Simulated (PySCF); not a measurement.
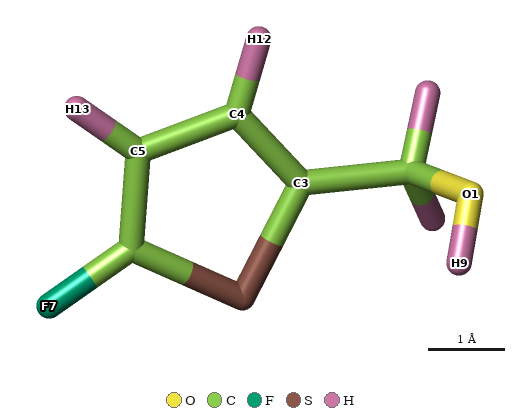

**Figure 1.** The structure (stick view, seen at a tilt; atoms are numbered from 1 in the order of the input). Bond lengths as drawn: C–C 1.35 to 1.50 Å, C–F 1.33 Å, C–H 1.07 to 1.10 Å, C–O 1.41 Å, C–S 1.73 to 1.74 Å and H–O 0.96 Å.

**C5H5FOS: spin–spin coupling calculation**

C5H5FOS, SMILES OCc1ccc(F)s1, computed with wB97X-D/MINI indirect spin-spin coupling, non-relativistic, gas phase (PySCF 2.14.0).

The geometry comes from this level: GFN2-xTB. Figures and captions count atoms from 1; the log counts them from 0 in places.

**The program's output**
```
coarse grid: 12328 points
cycle   1  E = -761.6884914530  dE =  1.874e+00  |g| = 5.998e-01  |ddm| = 5.971e+00
cycle   2  E = -761.7601815133  dE = -7.169e-02  |g| = 4.601e-01  |ddm| = 1.700e+00
cycle   3  E = -761.8240648495  dE = -6.388e-02  |g| = 2.720e-02  |ddm| = 7.057e-01
cycle   4  E = -761.8243331356  dE = -2.683e-04  |g| = 2.058e-02  |ddm| = 8.863e-02
cycle   5  E = -761.8244745216  dE = -1.414e-04  |g| = 2.380e-03  |ddm| = 3.577e-02
cycle   6  E = -761.8244783300  dE = -3.808e-06  |g| = 1.151e-03  |ddm| = 8.559e-03
final grid: 117464 points
cycle   7  E = -761.8696332612  dE = -3.683e-05  |g| = 3.996e-03  |ddm| = 2.472e-02
cycle   8  E = -761.8696352830  dE = -2.022e-06  |g| = 3.491e-03  |ddm| = 1.367e-02
cycle   9  E = -761.8696396026  dE = -4.320e-06  |g| = 3.748e-04  |ddm| = 6.595e-03
cycle  10  E = -761.8696396654  dE = -6.272e-08  |g| = 1.586e-04  |ddm| = 9.507e-04
cycle  11  E = -761.8696396775  dE = -1.217e-08  |g| = 4.440e-05  |ddm| = 4.254e-04
cycle  12  E = -761.8696396787  dE = -1.141e-09  |g| = 1.845e-05  |ddm| = 1.180e-04
cycle  13  E = -761.8696396790  dE = -3.051e-10  |g| = 4.809e-06  |ddm| = 7.986e-05
```

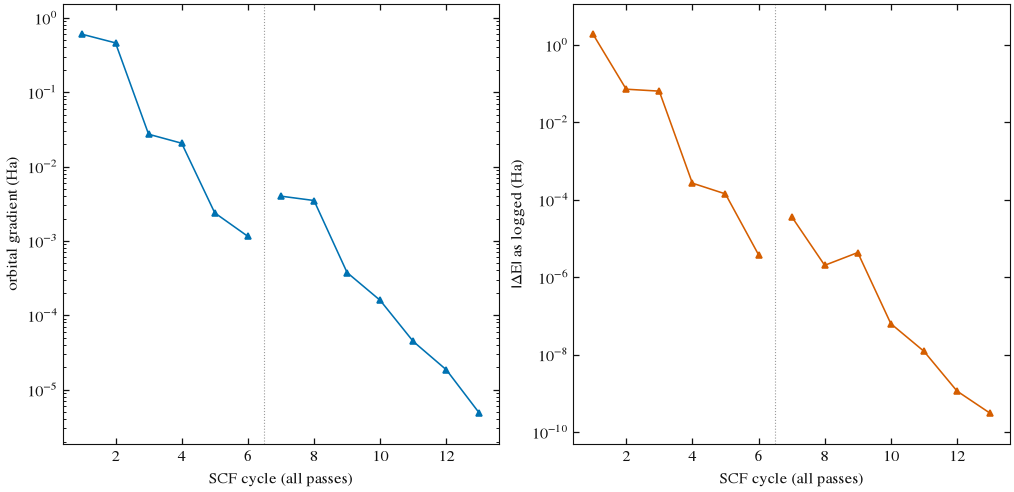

**Figure 2.** Convergence of the self-consistent field: orbital gradient and size of the energy change against the SCF cycle. The dotted line marks the change from a coarse to the final integration grid. The first 6 cycles use a coarse grid, the final grid takes over at cycle 7, and the field converges after 13 cycles in all.

```
converged SCF energy = -761.8696396790

Indirect spin-spin couplings (Hz)
  i      j    bonds     total        FC       PSO       DSO        SD
  0 O    1 C    1     22.702    21.376     1.466    -0.140         -
  0 O    2 C    2     -0.436    -1.011     0.602    -0.027         -
  0 O    3 C    3      0.399     0.158     0.235     0.006         -
  0 O    6 F    5      0.700    -0.157     0.559     0.101     0.197
  0 O    8 H    1     -3.278     3.484    -5.981    -0.781         -
  0 O    9 H    2     -2.340    -1.958    -0.475     0.094         -
  0 O   10 H    2     -7.499    -6.604    -0.928     0.034         -
  1 C    2 C    1     28.054    29.273    -1.549     0.331         -
  1 C    3 C    2     -0.106     0.091    -0.210     0.014         -
  1 C    4 C    3      1.853     1.923    -0.014    -0.056         -
  1 C    5 C    3      0.788     0.867    -0.029    -0.050         -
  1 C    6 F    4     -1.050    -1.001     0.103    -0.250     0.098
  1 C    7 S    2      1.993     2.116    -0.129     0.007         -
  1 C    8 H    2     -3.133    -2.498    -0.232    -0.403         -
  1 C    9 H    1     73.801    72.555    -0.024     1.269         -
  1 C   10 H    1     77.226    75.936     0.055     1.235         -
  1 C   11 H    3      1.521     1.545    -0.094     0.071         -
  1 C   12 H    4     -0.309    -0.047     0.027    -0.289         -
  2 C    3 C    1     35.765    43.424    -7.993     0.334         -
  2 C    4 C    2     -2.801    -2.867     0.020     0.046         -
  2 C    5 C    2      6.376     6.145     0.140     0.091         -
  2 C    6 F    3      0.542     0.912    -6.940    -0.294     6.864
  2 C    7 S    1    -22.894   -17.478    -5.482     0.067         -
  2 C    8 H    3      0.389     0.159     0.016     0.213         -
  2 C    9 H    2     -3.534    -3.581    -0.143     0.190         -
  2 C   10 H    2     -2.420    -2.502    -0.078     0.160         -
  2 C   11 H    2     -2.607    -0.972    -1.491    -0.144         -
  2 C   12 H    3      4.335     4.763    -0.020    -0.408         -
  3 C    4 C    1     32.451    36.899    -4.742     0.295         -
  3 C    5 C    2      0.370     0.152     0.147     0.070         -
  3 C    6 F    3    -12.238    -5.981    -1.678    -0.303    -4.275
  3 C    7 S    2     -0.733    -0.229    -0.505     0.002         -
  3 C    8 H    4     -0.374    -0.159    -0.058    -0.157         -
  3 C    9 H    3      3.097     3.472    -0.044    -0.331         -
  3 C   10 H    3      1.389     1.466    -0.220     0.143         -
  3 C   11 H    1     92.662    91.334     0.072     1.256         -
  3 C   12 H    2     -1.879    -0.899    -0.747    -0.233         -
  4 C    5 C    1     41.291    47.714    -6.790     0.367         -
  4 C    6 F    2     -4.837     7.600   -21.703    -0.079     9.346
  4 C    7 S    2     -0.933    -0.338    -0.595    -0.000         -
  4 C    9 H    4     -0.185     0.146    -0.037    -0.295         -
  4 C   10 H    4     -0.544    -0.337    -0.006    -0.201         -
  4 C   11 H    2     -1.299    -0.353    -0.743    -0.203         -
  4 C   12 H    1     92.743    91.262     0.221     1.259         -
  5 C    6 F    1   -364.372  -312.513   -41.722     1.409   -11.546
  5 C    7 S    1    -24.616   -19.152    -5.537     0.073         -
  5 C   10 H    4      0.444     0.686    -0.010    -0.233         -
  5 C   11 H    3      5.353     5.715     0.012    -0.374         -
  5 C   12 H    2     -3.715    -2.415    -1.178    -0.122         -
  6 F    7 S    2    -28.046    -3.376   -26.197    -0.009     1.536
  6 F   10 H    5      0.608     1.052     0.700    -0.978    -0.165
  6 F   11 H    4     -0.730     0.097     0.554    -1.366    -0.015
  6 F   12 H    3     -5.437    -1.923    -2.445    -0.202    -0.867
  7 S    8 H    4      0.203     0.145    -0.014     0.071         -
  7 S    9 H    3     -0.163    -0.144    -0.069     0.050         -
  7 S   10 H    3      1.653     1.796    -0.053    -0.090         -
  7 S   11 H    3     -0.311    -0.044    -0.139    -0.129         -
  7 S   12 H    3     -0.459    -0.229    -0.097    -0.132         -
  8 H    9 H    3     -0.095     0.098     0.367    -0.560         -
  8 H   10 H    3      3.461     6.821     0.766    -4.126         -
  8 H   11 H    5     -0.866     0.048     0.163    -1.076         -
  8 H   12 H    6     -0.734    -0.017     0.148    -0.865         -
  9 H   10 H    2     -8.569    -7.701     0.510    -1.378         -
  9 H   11 H    4     -1.319    -0.259     0.254    -1.314         -
  9 H   12 H    5     -0.893     0.169     0.221    -1.283         -
 10 H   11 H    4      0.602    -0.324    -0.325     1.252         -
 10 H   12 H    5     -0.639     0.056     0.170    -0.865         -
 11 H   12 H    3      1.376     1.882    -0.060    -0.447         -
```

The run was set up as follows.

**The input**
```
{"job": {"kind": "j", "xc": "wB97X-D", "basis": "MINI"}, "charge": 0, "multiplicity": 1}
O     -2.367235     0.819069     0.754187
C     -1.827046    -0.019092    -0.242571
C     -0.330440    -0.055274    -0.215576
C      0.478874    -0.859844     0.521722
C      1.857077    -0.589787     0.354523
C      2.054722     0.430995    -0.512915
F      3.226974     0.936746    -0.895381
S      0.589704     1.090603    -1.149531
H     -2.047652     1.718593     0.617659
H     -2.173046     0.292275    -1.238412
H     -2.221796    -1.015032    -0.027105
H      0.103644    -1.630319     1.169599
H      2.651833    -1.118448     0.846072
```

The first line tells a small driver script what to run in PySCF; the rest is the geometry in Å.

Launch command:
```bash
OMP_NUM_THREADS=1 python <driver script> task.json out
```

**Results in brief**

```json
{"quantity": "outcome", "value": "converged"}
{"quantity": "total energy", "value": "−761.869640 hartree"}
{"quantity": "HOMO", "value": "−10.20 eV"}
{"quantity": "LUMO", "value": "−0.54 eV"}
{"quantity": "dipole moment", "value": "0.61 D"}
{"quantity": "hardware", "value": "1 CPU thread, shared host"}
{"quantity": "wall time", "value": "13 s"}
{"quantity": "peak memory", "value": "0.5 GiB"}
```

Settings chosen away from the usual ones: wB97X-D/MINI.
